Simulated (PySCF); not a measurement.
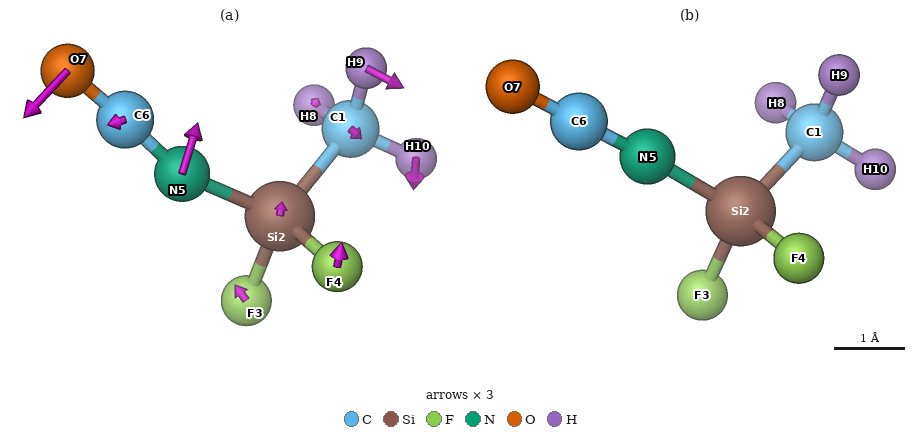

The structure of C2H3F2NOSi before (left) and after (right) a relaxation, at one scale. The purple arrows give the displacements, 3 times their true length.

A ball-and-stick model, seen at a tilt.

The start comes from GFN2-xTB.

These are results of PySCF 2.14.0, density-fitted response routines, PBE0-D3(BJ)/def2-SVP geometry optimisation, gas phase, not measurements. 

> Summarise the run.

The atom that moves furthest after the best rigid fit is O7 (0.33 Å). By element the largest moves are O 0.33 Å, N 0.27 Å, H 0.21 Å, F 0.13 Å, C 0.10 Å, Si 0.07 Å. Near-neighbour distances that change, for instance: C1–Si2 1.878 → 1.834 Å, Si2–F3 1.594 → 1.610 Å, C1–H10 1.087 → 1.100 Å, C6–O7 1.151 → 1.164 Å. Bond angles that change, for instance: Si2–N5–C6 159.6° → 176.8°, F3–Si2–F4 102.7° → 106.2°, C1–Si2–N5 115.4° → 112.6°. The energy falls by 2.64 kcal/mol in 17 geometry steps. Largest force component: 1.4 eV/Å at the start, 0.011 eV/Å at the end. The forces were under the threshold at step 8, but the run went on from there. The run took roughly 80 core-seconds on a shared host.
